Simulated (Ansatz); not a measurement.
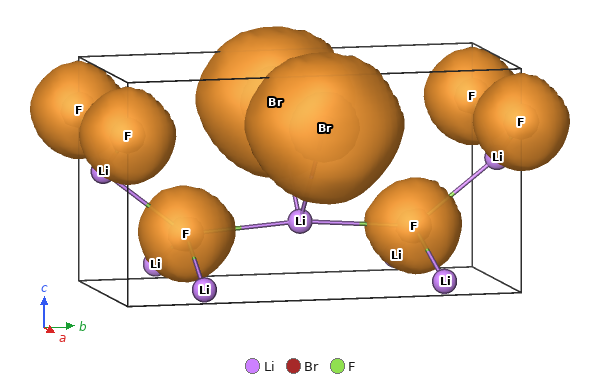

Figure. Li4BrF3. Isosurface of the ELF at 0.7 (orange), seen slightly off an axis. Core shells and regions of very low density are left out. Sticks mark near contacts.

Space group Pmm2; a generated structure, not necessarily the stable one.

Method: Ansatz 0.2.0, DFT PBE, scalar-relativistic, plane waves, PAW.

Core electrons are frozen (PAW), and the valence fields are smoothed inside the atomic spheres.

```
Li Br F
1.0
     3.50139    0.00000    0.00000
     0.00000    7.27747    0.00000
     0.00000    0.00000    4.04449
Li Br F
4 1 3
Direct
  0.00000 0.19503 0.06278
  0.50000 0.00000 0.54631
  0.00000 0.80497 0.06278
  0.50000 0.50000 0.29254
  0.00000 0.50000 0.76868
  0.50000 0.21040 0.25301
  0.00000 0.00000 0.76087
  0.50000 0.78960 0.25301
```

### What do the ELF domains correspond to?

The surface consists of one region wrapped around Br (its valence shell) and three regions wrapped around F (the valence shell of each), counted in one cell of 8 atoms. Regions shared between cells count once.

Values along the shortest contacts:
Li–F (1.87 Å): the ELF peaks at about 0.80 in the valence shell of F, 0.6 Å from its nucleus, and falls to about 0 next to Li: a largely ionic contact. Li–Br (2.52 Å): the ELF is about 0.80 at the midpoint (a largely ionic contact).
